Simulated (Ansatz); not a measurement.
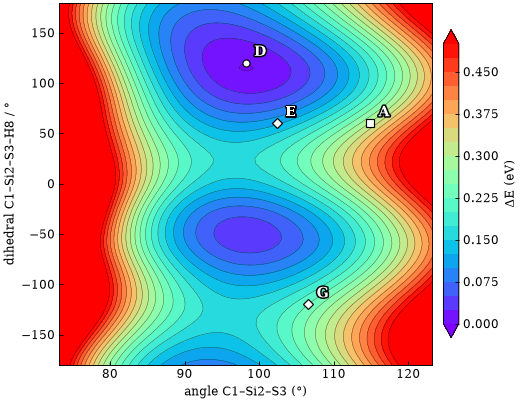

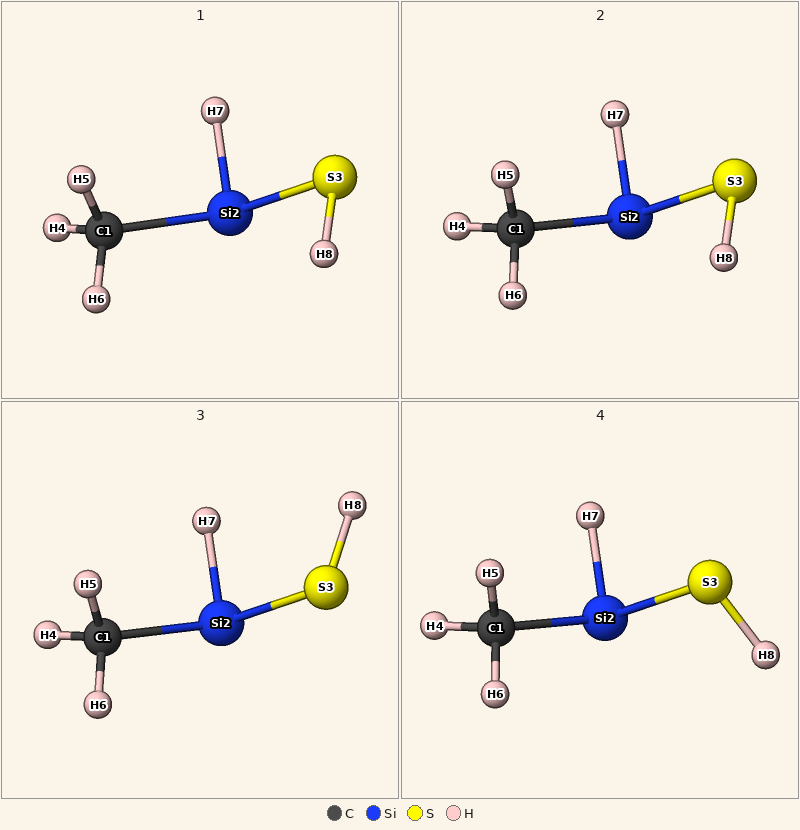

CH₅SSi, SMILES C[SiH-]S, charge −1. The first coordinate is: angle C1–Si2–S3; the second: dihedral C1–Si2–S3–H8. Nothing is relaxed (all other coordinates rigid). Grid: 13 × 12 points. Points are written as (first, second). Energies: eV, counted from the lowest grid point. Level of theory: RKS PBE0-D4/def2-SVPD (Ansatz).

Drawn: filled contours, one colour for all values above the top of the scale, lettered points. Between grid points the surface is interpolated. The numbered pictures are the structures at these points, in random order.

### Which structure belongs to which point?

A is structure 1: (114.9°, 60°), 0.30 eV; D is structure 4: (98.2°, 120°), 0.00 eV; E is structure 2: (102.4°, 60°), 0.12 eV; G is structure 3: (106.6°, −120°), 0.23 eV.
